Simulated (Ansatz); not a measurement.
Reaction (SMILES): ClBr (Cl-Br) → Br atom + Cl atom
B3LYP-D3(BJ)/def2-TZVP geometries, fixed; electronic energies without zero-point terms.
Largest species:
```xyz
2

Cl     0.0000     0.0000    -1.4574
Br     0.0000     0.0000     0.7079
```
Charge 0, spin multiplicity 1.

Basis-set convergence of the atomisation energy at HF with Ansatz (a first-principles code). Cartesian d functions, on some or all atoms, in 3-21G, 6-31G**, 6-311G**; all else is spherical. Open shells are unrestricted. No added dispersion term, no relativity. Functions are those of the species that has most. Reference: the value in pcseg-4, 17.73 kcal/mol, itself unsure by roughly 0.19 kcal/mol (its mean distance from aug-pcseg-3, aug-cc-pV(Q+d)Z, cc-pV(5+d)Z). Deviations are taken from unrounded values.

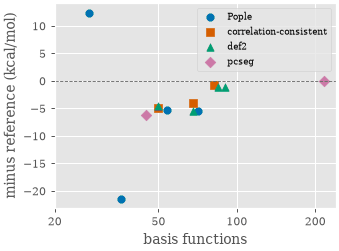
Figure: Deviation from the reference against the number of basis functions, by family of sets.

```csv
basis,functions,atomisation energy (kcal/mol),minus reference (kcal/mol)
STO-3G,27,30.16,12.42
3-21G,36,-3.67,-21.40
pcseg-1,45,11.52,-6.21
cc-pV(D+d)Z,50,12.79,-4.94
def2-SVP,50,13.15,-4.58
6-31G**,54,12.50,-5.24
aug-cc-pV(D+d)Z,68,13.82,-3.92
def2-SVPD,68,12.25,-5.48
6-311G**,71,12.25,-5.48
cc-pV(T+d)Z,82,17.04,-0.69
def2-TZVP,85,16.68,-1.05
def2-TZVPP,90,16.69,-1.04
pcseg-4,216,17.73,0.00
```
